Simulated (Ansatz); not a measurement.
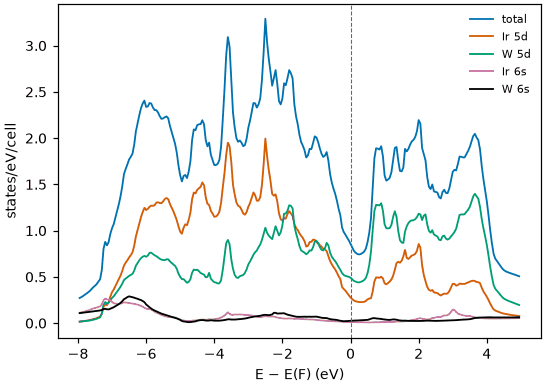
Figure: Total and projected density of states of IrW (L1₀ or tetragonal B2, P4/mmm), PBEsol (plane waves, PAW; program Ansatz)

Problem. Which orbitals carry the states next to the Fermi level?

Solution. Within 0.5 eV of the Fermi level: W 5d 54 %, Ir 5d 36 %, outside the projected shells 5 %. Projections are on Löwdin-orthogonalised atomic valence shells; empty p or d shells of many metals are not among them.

Problem. Where is the tallest occupied peak in this window, and what makes it?

Solution. Near -2.5 eV, about 3.3 states/eV per cell; the largest projected share is Ir 5d.

The start of the workflow was typed in or built on a structure type; neither database checked (COD, Materials Project) lists it. COD files the formula under space group No. 51. Its standing as an ambient phase is unchecked. Symmetry was held in the PBEsol relaxation; whether a distortion lowers the energy is not shown. No spin polarisation was allowed. Scalar-relativistic: spin–orbit coupling is off unless named, which matters more the heavier the elements.

Potentials: the earlier of the program's two PAW sets. The files were generated under PBE; for other functionals the program regenerates the frozen cores, and for LDA and PBEsol the local potential too.
